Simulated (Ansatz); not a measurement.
## Electronic structure of CH₅BeNS (SMILES C[S][Be][NH2]) in real space

The calculation's input:

```
basis:
  gaussian: {orbitals: def2-TZVPD}
crystal:
  periodic: [false, false, false]
  atoms:
    - {symbol: C, position_ang: [-2.253474, -0.559270, 0.868833]}
    - {symbol: Be, position_ang: [0.016938, -2.285611, 0.292077]}
    - {symbol: N, position_ang: [0.598839, -3.638776, 0.596785]}
    - {symbol: S, position_ang: [-0.703308, -0.568411, -0.107631]}
    - {symbol: H, position_ang: [-2.054858, -0.642496, 1.941272]}
    - {symbol: H, position_ang: [-2.741444, 0.401388, 0.680931]}
    - {symbol: H, position_ang: [-2.932212, -1.358637, 0.557706]}
    - {symbol: H, position_ang: [0.428020, -4.484944, 0.065627]}
    - {symbol: H, position_ang: [1.244959, -3.844419, 1.350181]}
magnetization: {spin_polarized: false}
hamiltonian: {xc: pbe0}
output: {forces: true, orbitals: {seedname: orbitals}}
```

Command:

```sh
ansatz run input.yaml --threads 2 --pin off --max-ram 4350MiB --events-out events.jsonl --progress --plain --runs-dir runs
```

Geometry: PBE0-D3(BJ)/pcseg-1.

Level of theory: Ansatz 0.2.0, isolated molecule in a Gaussian basis; Kohn-Sham density functional theory, functional PBE0.

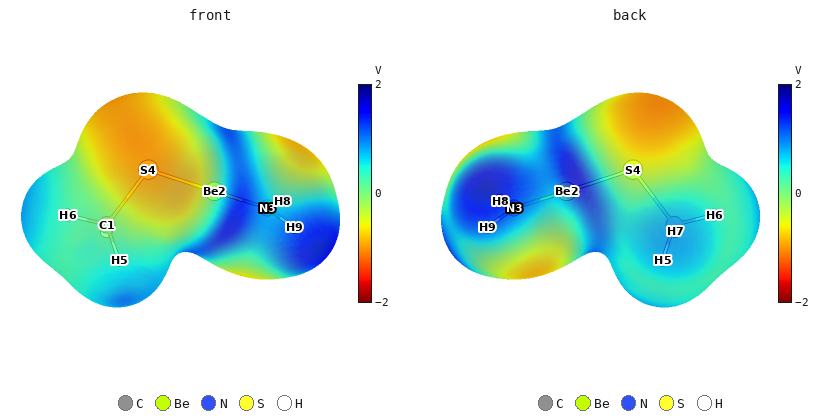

Figure 1. The electrostatic potential painted on the density surface at 0.002 e/bohr³, seen from the front and from behind; the colour scale runs from red (negative) to blue (positive).

> Where is the surface potential most negative and most positive?

The most negative region (about −1.1 V, or −25 kcal/mol for a unit charge) lies over S4, the most positive (about +1.7 V, or +39 kcal/mol for a unit charge) over H8 and H9.

> What dipole moment does the calculation give?

Its dipole moment is 1.99 D.

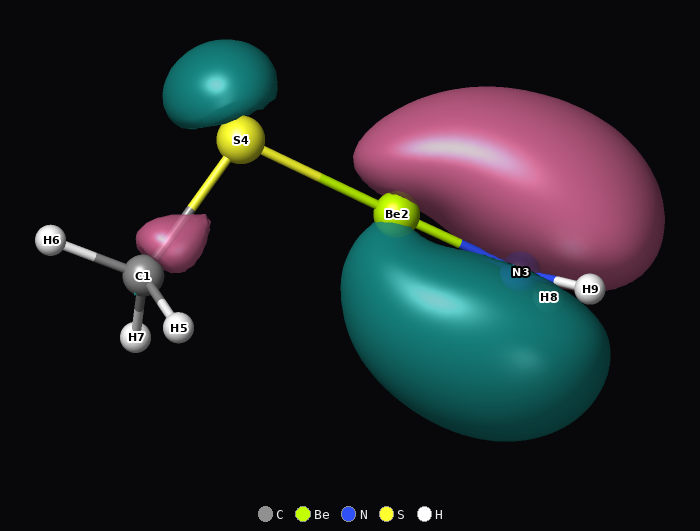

Figure 2. The HOMO−1 at ±0.08 Å⁻³ᐟ² (teal and pink are the two phases), seen at a tilt.

> What is the character of this orbital?

It lies mainly on N3 (about 70 %) and Be2 (about 15 %); largely a lone pair of N3. Its energy is −7.45 eV.
